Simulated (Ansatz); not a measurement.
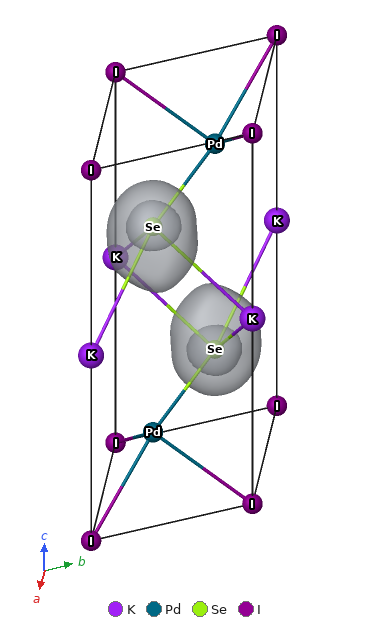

The picture shows: KPd2Se2I. Isosurface of the ELF at 0.7 (grey), seen at an oblique angle. Core shells and regions of very low density are left out. Sticks mark near contacts.

Space group P-3m1; a structure from a database of computed crystals, not necessarily the ambient phase; a generated structure, not necessarily the stable one.

These are results of Ansatz 0.2.0, DFT PBE, scalar-relativistic, plane waves, PAW, not measurements.

In a PAW calculation such maps are meaningful between the atoms, not at the nuclei.

```xyz
6
Lattice="4.0309 0.0000 0.0000 -2.0154 3.4908 0.0000 0.0000 0.0000 10.4392" Properties=species:S:1:pos:R:3 pbc="T T T"
K     0.0000    0.0000    5.2196
Pd    2.0155    1.1636    1.7877
Pd    0.0000    2.3272    8.6515
Se    2.0155    1.1636    7.5822
Se    0.0000    2.3272    2.8570
I     0.0000    0.0000    0.0000
```

Question: Describe the localisation domains.

Answer: The surface consists of two regions wrapped around Se (the valence shell of each), counted in one cell of 6 atoms. Any copies at cell faces, edges or corners count once. Along the contacts the grid gives the following. Pd–Se (2.56 Å): the ELF is about 0.35 at the midpoint and 0.20 at its lowest between the atoms. Pd–I (2.93 Å): the ELF is about 0.35 at the midpoint and 0.15 at its lowest between the atoms.
